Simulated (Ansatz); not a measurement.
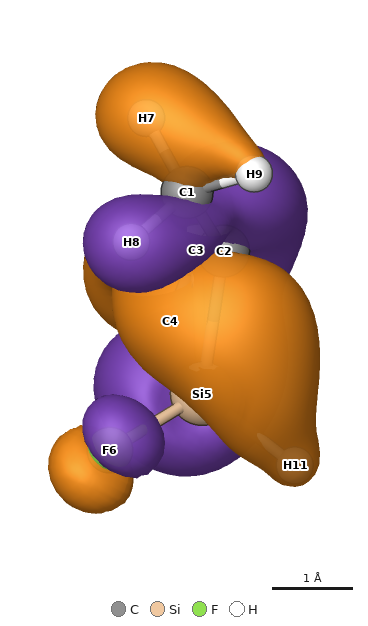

Figure 1: C₄H₅FSi. The HOMO−1 at ±0.08 Å⁻³ᐟ² (orange and purple are the two phases), seen at an oblique angle.

Geometry: PBE0-D4/def2-TZVP.

Level of theory: Ansatz, RKS PBE0-D4/def2-TZVPP.

```yaml
atoms:
  - { symbol: C, position_ang: [0.8308, -0.9261, 1.3889] }
  - { symbol: C, position_ang: [0.5364, -0.3670, 0.0463] }
  - { symbol: C, position_ang: [0.6656, 0.8175, -0.5084] }
  - { symbol: C, position_ang: [-0.0779, 1.6832, -1.2222] }
  - { symbol: Si, position_ang: [-1.0689, 0.1621, -0.8682] }
  - { symbol: F, position_ang: [-2.2706, 0.2153, 0.1676] }
  - { symbol: H, position_ang: [1.5605, -0.3184, 1.9288] }
  - { symbol: H, position_ang: [-0.0848, -0.9657, 1.9882] }
  - { symbol: H, position_ang: [1.2112, -1.9471, 1.3200] }
  - { symbol: H, position_ang: [0.2394, 2.1552, -2.1432] }
  - { symbol: H, position_ang: [-1.4763, -0.5657, -2.0770] }
```

Describe this orbital and give its energy.

It lies mainly on C4 (about 25 %), C2 (about 20 %), Si5 (about 20 %), C3 (about 15 %) and C1 (about 5 %). Its energy is −8.45 eV.
